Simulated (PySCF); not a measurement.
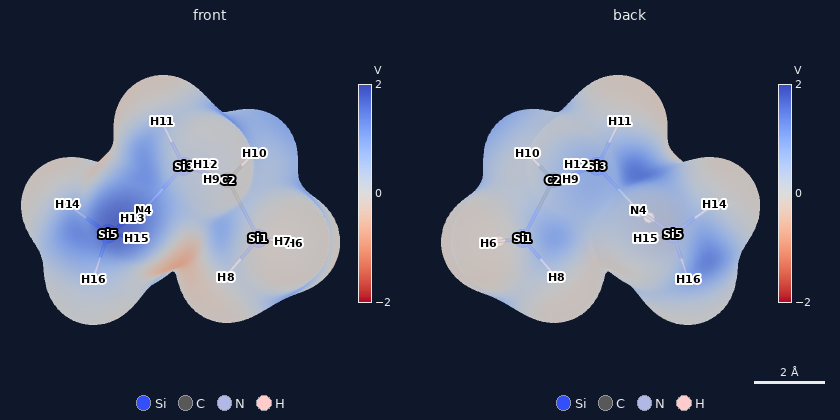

CH₁₁NSi₃ (SMILES [SiH3]C[SiH2]N[SiH3]). The molecular electrostatic potential painted on the density surface at 0.002 e/bohr³, seen from the front and from behind; the colour scale runs from red (negative) to blue (positive).

Geometry: GFN2-xTB.

These are results of PBE0/pcSseg-1, SCF density, gas phase, non-relativistic (PySCF), not measurements.

```xyz
16

Si   -2.1586    0.5591    0.6046
C    -1.1393   -0.1165   -0.8452
Si    0.2304   -1.3401   -0.3791
N     1.2838   -0.6157    0.7932
Si    2.1592    0.8755    0.7308
H    -3.2263    1.4209    0.0772
H    -2.7810   -0.5446    1.3420
H    -1.3251    1.3494    1.5112
H    -0.6976    0.7206   -1.3853
H    -1.8074   -0.6094   -1.5515
H     0.9770   -1.7296   -1.5883
H    -0.3137   -2.5377    0.2709
H     1.6172   -1.2570    1.4937
H     3.3959    0.7487   -0.0538
H     1.2914    1.8768    0.1169
H     2.4866    1.2084    2.1188
```

> Describe the electrostatic potential map.

The most negative region (about −0.6 V) lies over N4, the most positive (about +1.7 V) over H13.
